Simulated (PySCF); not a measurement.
# C₈H₁₂O₃: what the fields show

Input file:

```
{"job": {"xc": "PBE0", "basis": "6-31G*", "kind": "nmr", "pop": true}, "charge": 0, "multiplicity": 1}
C      3.813270     0.118394     0.198770
C      2.517798    -0.079061    -0.540966
O      2.405195    -0.584524    -1.626803
O      1.489989     0.394033     0.170862
C      0.182636     0.254220    -0.394752
C     -0.750105     1.239579     0.298447
C     -2.167809     1.045402    -0.228804
C     -2.727884    -0.304175     0.222749
C     -1.730027    -1.431963     0.042630
O     -0.743308    -1.581678     1.026095
C     -0.314184    -1.170456    -0.238534
H      4.643560    -0.186080    -0.430461
H      3.796475    -0.481399     1.105678
H      3.916062     1.161863     0.484220
H      0.251418     0.466015    -1.471879
H     -0.716216     1.050204     1.372270
H     -0.399356     2.255182     0.114112
H     -2.814378     1.845112     0.134264
H     -2.153962     1.091628    -1.320220
H     -2.988324    -0.254685     1.282478
H     -3.634044    -0.538313    -0.336841
H     -2.145071    -2.373775    -0.310173
H      0.263512    -1.908539    -0.790258
```

Command:

```sh
OMP_NUM_THREADS=1 python ens_run.py task.json out
```

Geometry: GFN2-xTB.

These are results of PBE0/6-31G*, SCF density, gas phase, non-relativistic (PySCF 2.14.0), not measurements.

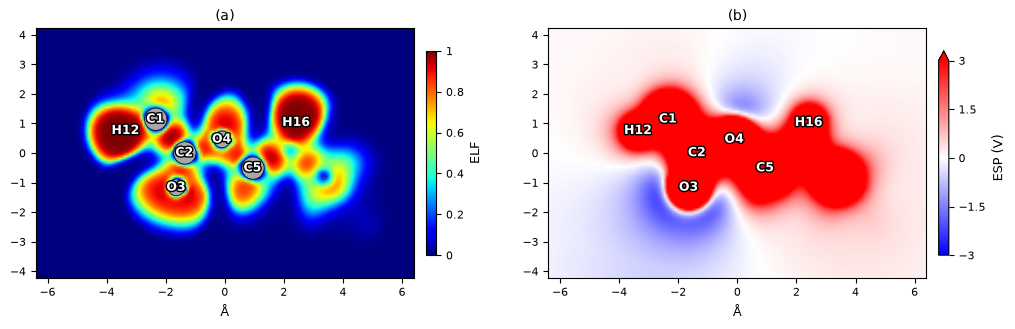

Figure 1. (a) ELF; (b) electrostatic potential on the plane of atoms C1, C2 and O3. Grey discs cover the atomic cores in the ELF map.

> Describe what can be read from this map.

- The plane passes through C, O and H nuclei.
- C–O (1.20 Å): the ELF peaks at about 0.85 between the atoms (a multiple bond).
- C–H (1.09 Å): the ELF climbs to about 1 towards the hydrogen, as it does in any bond to H (an ordinary covalent bond to hydrogen).
- C–O (1.34 Å): the ELF peaks at about 0.85 between the atoms: a polar covalent bond.
- C–C (1.50 Å): the ELF peaks at about 0.95 between the atoms: a covalent bond.
- The ELF also peaks beside O3 and O4, away from the bonds: lone-pair regions.
- Outside the dense part of the molecule the potential is most negative (−2.1 V) near O3.

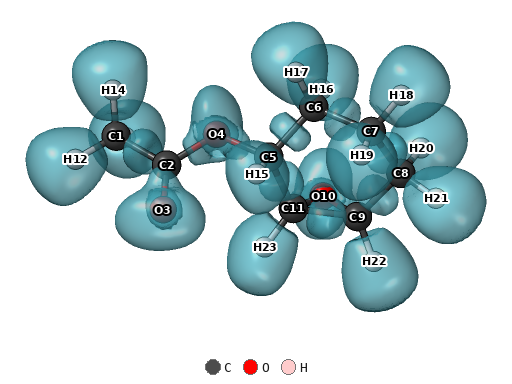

Figure 2. Isosurface of the electron localisation function at 0.75 (cyan), seen at a tilt. Core shells and regions of very low density are left out.

> Identify the bonds, lone pairs and shells in this picture.

At this value the surface marks out seven regions between bonded C–C atoms (shared pairs), twelve regions around hydrogen nuclei and three regions on O in which the atom's valence shell and bonds are merged. Profiles from the grid: C–C (1.47 Å): the ELF peaks at about 0.85 between the atoms (localised, covalent bonding).

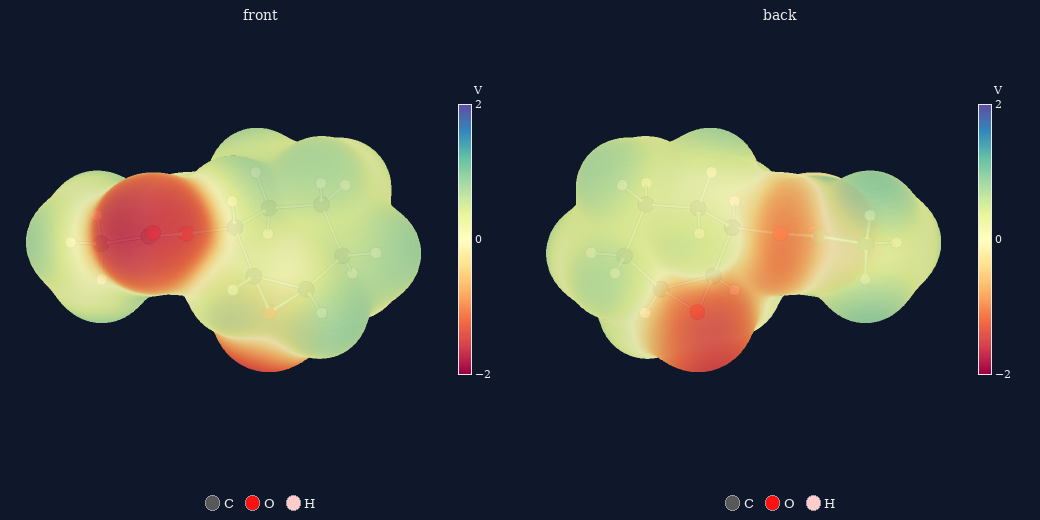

Figure 3. The molecular electrostatic potential painted on the density surface at 0.002 e/bohr³, seen from the front and from behind; red is negative and blue positive.

> Where is the surface potential most negative and most positive?

The most negative region (about −1.7 V, or −39 kcal/mol for a unit charge) lies over O3, the most positive (about +0.9 V, or +21 kcal/mol for a unit charge) over H13, H14 and H22. O3 is the likeliest acceptor of a hydrogen bond.

> How polar is the molecule by this calculation?

Its dipole moment is 1.85 D.
